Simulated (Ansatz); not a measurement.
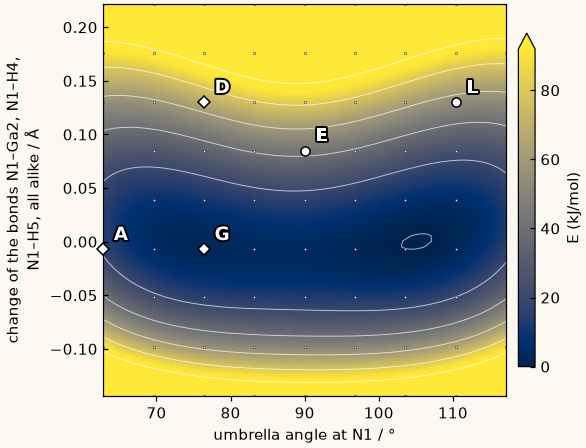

BrGaH₂N, SMILES [NH2][Ga][Br], spin multiplicity 2. 
- Coordinates scanned: (1) umbrella angle at N1 (between each of its bonds and their common axis; 90 is planar); (2) change of the bonds N1–Ga2, N1–H4, N1–H5, all alike.
- Nothing is relaxed (all other coordinates rigid).
- Grid: 9 × 9 points.
- Points are written as (first, second).
- Energies are in kJ/mol, from the lowest grid point.
- These are results of Ansatz 0.2.0, UKS PBE-D4/def2-TZVP, not measurements.

Drawn: a smooth colour map with a few white contour lines, dots at the grid points, one colour for all values above the top of the scale, lettered points. Between grid points the surface is interpolated.

Q: What kind of point is each of D, E, G, L: minimum, saddle, maximum or slope?

A: D: on a slope; E: on a slope; G: minimum; L: on a slope. (In these two coordinates alone; a stationary point may lie a little off the grid point.)

Q: Rank the lettered points by energy, lowest first.

A: G (2.6 kJ/mol), A (18 kJ/mol), E (44 kJ/mol), L (55 kJ/mol), D (68 kJ/mol).
